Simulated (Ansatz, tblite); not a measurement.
# In10Sb11 wurtzite ring sphere (In₁₀Sb₁₁H₂₈+): which spin state is lowest

Is the singlet the ground state of In10Sb11 wurtzite ring sphere (In₁₀Sb₁₁H₂₈+)? Other spin states are computed and compared level by level.

The runs use Ansatz 0.2.0, Gaussian basis; as each input shows.

Levels to be run: triplet, at the geometry of the singlet (GFN1-xTB, GFN2-xTB, PBE0-D4/def2-SVP, PBE-D4/def2-SVP); the singlet's energies come from earlier runs.

4 further runs of the same task are left out: 2 for a known fault of the program, 2 set aside as unsound or not needed.

**1. The relaxed structure**

The singlet was relaxed beforehand with PBE-D4/def2-SVP.

49 atoms, charge 1, spin multiplicity 1.

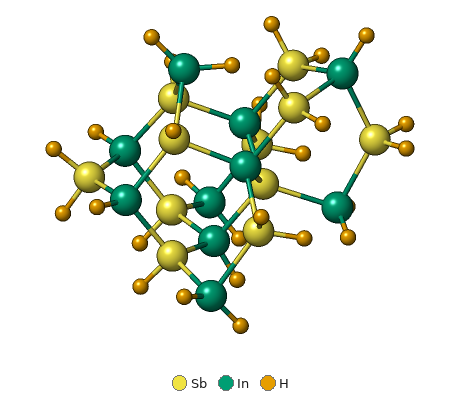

The geometry (antimony yellow, indium teal, hydrogen amber).

In, Sb take a core potential in the def2 sets. No spin-orbit coupling is included. The ion is computed in the gas phase, without counter-ions or solvent.

**2. Triplet at the fixed geometry, GFN1-xTB**

Tight binding, by tblite at 300 K electronic temperature and without a spin-polarisation term:

```python
tblite.interface.Calculator('GFN1-xTB', numbers, positions, charge=1, uhf=2).singlepoint()
```

Energy -1578.5974 eV; 0.65 s.

**3. Triplet at the fixed geometry, GFN2-xTB**

Tight binding, by tblite at 300 K electronic temperature and without a spin-polarisation term:

```python
tblite.interface.Calculator('GFN2-xTB', numbers, positions, charge=1, uhf=2).singlepoint()
```

Energy -1370.4644 eV; 1.3 s.

**4. Triplet at the fixed geometry, PBE0-D4/def2-SVP**

The input, in.yaml:

```yaml
crystal:
  periodic: [false, false, false]
  atoms:
    - {symbol: Sb, position_ang: [-3.044569, -1.757002, -4.035829]}
    - {symbol: In, position_ang: [-3.543580, -2.040437, -1.098590]}
    - {symbol: Sb, position_ang: [1.117658, -4.561573, 0.107373]}
    - {symbol: In, position_ang: [1.186690, -4.936786, 3.075968]}
    - {symbol: Sb, position_ang: [1.204481, -1.838186, -3.820462]}
    - {symbol: In, position_ang: [-0.835901, -0.479759, -5.334817]}
    - {symbol: In, position_ang: [1.218986, -1.909384, -0.923100]}
    - {symbol: Sb, position_ang: [-1.191706, -0.689647, -0.131543]}
    - {symbol: Sb, position_ang: [1.249704, -2.045249, 3.449859]}
    - {symbol: In, position_ang: [-1.166160, -0.677295, 2.746621]}
    - {symbol: Sb, position_ang: [-0.990850, 1.964142, -3.816629]}
    - {symbol: In, position_ang: [-1.041620, 2.009157, -0.919009]}
    - {symbol: Sb, position_ang: [-3.389076, 3.245848, 0.113670]}
    - {symbol: Sb, position_ang: [-1.142096, 2.098250, 3.453070]}
    - {symbol: In, position_ang: [-3.677366, 3.491211, 3.082584]}
    - {symbol: Sb, position_ang: [3.476373, -0.443697, -0.107352]}
    - {symbol: In, position_ang: [3.710099, -0.818602, 2.743371]}
    - {symbol: In, position_ang: [3.214111, 1.854970, -1.862012]}
    - {symbol: Sb, position_ang: [1.356895, 3.230776, -0.104126]}
    - {symbol: Sb, position_ang: [3.295375, 1.897615, 3.625620]}
    - {symbol: In, position_ang: [1.150043, 3.616461, 2.747222]}
    - {symbol: H, position_ang: [-3.114180, -3.266951, -4.851613]}
    - {symbol: H, position_ang: [-4.388105, -1.070558, -4.856790]}
    - {symbol: H, position_ang: [-3.317783, -3.744598, -0.882737]}
    - {symbol: H, position_ang: [-4.900034, -0.983663, -0.885721]}
    - {symbol: H, position_ang: [-0.246482, -5.239301, -0.684671]}
    - {symbol: H, position_ang: [2.297329, -5.436178, -0.782149]}
    - {symbol: H, position_ang: [-0.415083, -5.485503, 3.418360]}
    - {symbol: H, position_ang: [2.779795, -5.557861, 3.325125]}
    - {symbol: H, position_ang: [1.105872, -3.465326, -4.370454]}
    - {symbol: H, position_ang: [2.769871, -1.530576, -4.447689]}
    - {symbol: H, position_ang: [-0.634597, -0.361740, -7.048871]}
    - {symbol: H, position_ang: [1.295880, -1.856122, 5.160959]}
    - {symbol: H, position_ang: [-2.563858, -1.484268, 3.411206]}
    - {symbol: H, position_ang: [-2.450692, 2.691737, -4.363678]}
    - {symbol: H, position_ang: [0.056460, 3.167211, -4.444399]}
    - {symbol: H, position_ang: [-4.657991, 2.403763, -0.678943]}
    - {symbol: H, position_ang: [-3.557299, 4.705668, -0.774280]}
    - {symbol: H, position_ang: [-0.953771, 2.041729, 5.163956]}
    - {symbol: H, position_ang: [-4.954035, 2.379335, 3.425812]}
    - {symbol: H, position_ang: [-3.416985, 5.181113, 3.332233]}
    - {symbol: H, position_ang: [4.719316, -1.433887, -0.768402]}
    - {symbol: H, position_ang: [5.235693, -1.494377, 3.220965]}
    - {symbol: H, position_ang: [2.095027, 1.210461, -3.070702]}
    - {symbol: H, position_ang: [4.696280, 2.710131, -2.102633]}
    - {symbol: H, position_ang: [1.119740, 4.802988, -0.763109]}
    - {symbol: H, position_ang: [3.190966, 1.835605, 5.337969]}
    - {symbol: H, position_ang: [4.782174, 2.755773, 3.565489]}
    - {symbol: H, position_ang: [1.328302, 5.274683, 3.227577]}
basis:
  gaussian: {orbitals: def2-SVP, fitting: {mean_field: def2-universal-jkfit}}
total_charge: 1
magnetization: {spin_polarized: true, initial_magnetization: 2}
hamiltonian: {xc: pbe0, dispersion: d4}
scf: {omitted_lower_state_checks: [starts]}
output: {orbitals: {seedname: orbitals}}
```

The run is started by

```console
ansatz run in.yaml --threads 4 --pin off --events-out ev --progress --plain --max-ram 66560MiB --backend cuda --devices 0, --max-vram 37GiB
```

Log:

```text
Functional definition: PBE0
  name "PBE0"
  cite "Adamo & Barone, J. Chem. Phys. 110, 6158 (1999) doi:10.1063/1.478522"
  cite "Perdew, Burke & Ernzerhof, Phys. Rev. Lett. 77, 3865 (1996) doi:10.1103/PhysRevLett.77.3865"
  parent pbe
  parameter a = 0.25
  parameter kappa = 0.804
  parameter beta = 0.06672455060314922
  exchange = (1 - a)*pbe_x(kappa = kappa, mu = beta*pi^2/3) + a*exact_x
  correlation = pbe_c(beta = beta)
these checks for a lower state are left out or cut short: starts
5082 factors; integrals over basis functions are off by at most 3.5e-1 eV
mean field evaluation 1: about -124106.9482 eV, gradient 2.2e1 eV
mean field evaluation 2: about -124097.9179 eV, gradient 3.6e1 eV
mean field evaluation 4: about -124110.2503 eV, gradient 4.0e0 eV
mean field evaluation 8: about -124110.5154 eV, gradient 7.7e-1 eV
mean field evaluation 16: about -124110.5433 eV, gradient 4.8e-2 eV
mean field evaluation 32: about -124110.5438 eV, gradient 8.5e-4 eV
mean field -124110.54417995 eV, -4560.9783734649 hartree, gradient 6.3e-6 eV, S^2 2.005328; 0 other end points of the search recorded, 0 dependent functions left out
reference -124110.54429364 eV, -4560.9783776429 hartree; 246, 244 occupied and 440, 442 virtual orbitals, 5082 factors
Total energy: -124114.15454049 eV, -4561.1110517674 hartree
Checks for a lower state left out: starts
```

Wall time 52 s (1 × H100 (card shared with other runs) with 4 threads of AMD EPYC 7R13, shared host); peak host memory 1.5 GiB.

Report: HOMO -5.54 eV, LUMO -7.94 eV (over both spins; with the spin held, an empty level of the minority spin lies below the top filled one); ⟨S²⟩ 2.005 (pure: 2.00).

**5. Triplet at the fixed geometry, PBE-D4/def2-SVP**

start.molden holds the orbitals of an earlier run on this state, given as this run's starting guess.

in.yaml, as its differences from that of step 4:

```diff
@@ -53,6 +53,6 @@
 basis:
-  gaussian: {orbitals: def2-SVP, fitting: {mean_field: def2-universal-jkfit}}
+  gaussian: {orbitals: def2-SVP, fitting: {mean_field: def2-universal-jkfit}, initial_orbitals: start.molden}
 total_charge: 1
 magnetization: {spin_polarized: true, initial_magnetization: 2}
-hamiltonian: {xc: pbe0, dispersion: d4}
+hamiltonian: {xc: pbe, dispersion: d4}
 scf: {omitted_lower_state_checks: [starts]}
```

Same command.

Log:

```text
Functional definition: PBE
  name "PBE"
  cite "Perdew, Burke & Ernzerhof, Phys. Rev. Lett. 77, 3865 (1996) doi:10.1103/PhysRevLett.77.3865"
  parent pbe
  parameter kappa = 0.804
  parameter beta = 0.06672455060314922
  exchange = pbe_x(kappa = kappa, mu = beta*pi^2/3)
  correlation = pbe_c(beta = beta)
these checks for a lower state are left out or cut short: starts
5082 factors; integrals over basis functions are off by at most 3.5e-1 eV
mean field evaluation 1: about -124105.3184 eV, gradient 9.5e0 eV
mean field evaluation 2: about -124106.0417 eV, gradient 6.4e-1 eV
mean field evaluation 4: about -124106.0743 eV, gradient 1.4e-1 eV
mean field evaluation 8: about -124106.0762 eV, gradient 9.2e-3 eV
mean field evaluation 16: about -124106.0762 eV, gradient 2.2e-5 eV
mean field -124106.07620468 eV, -4560.8141784022 hartree, gradient 2.8e-6 eV, S^2 2.001350; 0 other end points of the search recorded, 0 dependent functions left out
reference -124106.07635776 eV, -4560.8141840277 hartree; 246, 244 occupied and 440, 442 virtual orbitals, 5082 factors
Total energy: -124109.95274056 eV, -4560.9566384683 hartree
Checks for a lower state left out: starts
```

Run time: 21 s. Hardware: 1 × H100 (card shared with other runs) with 4 threads of AMD EPYC 7R13, shared host; peak host memory 1.4 GiB.

HOMO -5.31 eV, LUMO -7.96 eV (over both spins; with the spin held, an empty level of the minority spin lies below the top filled one); ⟨S²⟩ 2.001 (pure: 2.00).

**6. Triplet less singlet, vertical**

The singlet's energies are those of its earlier runs, whose logs aren't repeated here.

| level | triplet less singlet, vertical (kcal/mol) | time |
| --- | --- | --- |
| GFN1-xTB | +39.8 | 1.1 s |
| GFN2-xTB | +52.2 | 2.3 s |
| PBE-D4/def2-SVP | +60.9 | 36 s |
| PBE0-D4/def2-SVP | +75.5 | 73 s |

Times add the two runs; a level without a time comes out of a correlated run. Tight binding without a spin term can't rank spin states.

**7. What came out**

| quantity | value |
| --- | --- |
| triplet less singlet, vertical, functionals in def2-SVP | +60.9 (PBE-D4) to +75.5 kcal/mol (PBE0-D4) |

All functionals put the triplet above the singlet, over a spread of 14.6 kcal/mol. The checks for a lower triplet were left out, so another state of that spin may lie lower. These are electronic energies, without zero-point motion, entropy or surroundings.
